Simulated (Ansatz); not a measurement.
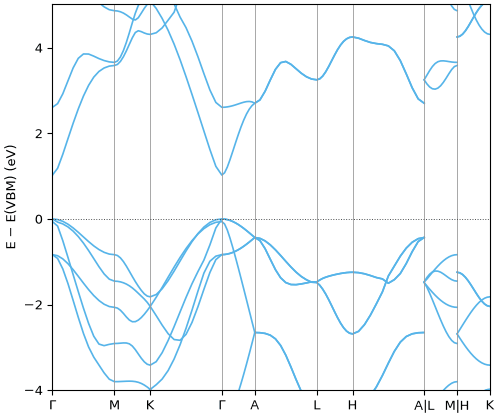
*Band structure from the program Ansatz at the LDA level (PAW)*

Task: Read off the gap and where the band edges lie.

Result: About 1.0 eV (1.03 eV by a search for the band edges); maximum at Γ, minimum at Γ.

Task: Pick the material that matches.
A) BeS, P6_422 (Be on 3c, S on 3d)
B) CdS, wurtzite
C) Te2Mo, P6_3/mmc (Te on 4f, Mo on 2c)
D) CdTe, wurtzite

Result: B, CdS, wurtzite

Space group P6_3mc (wurtzite). The LDA relaxation kept the symmetry of its start. Spin–orbit coupling is left out wherever it is not named.

Potentials: the earlier of the program's two PAW sets. The files were generated under PBE; for other functionals the program regenerates the frozen cores, and for LDA and PBEsol the local potential too.
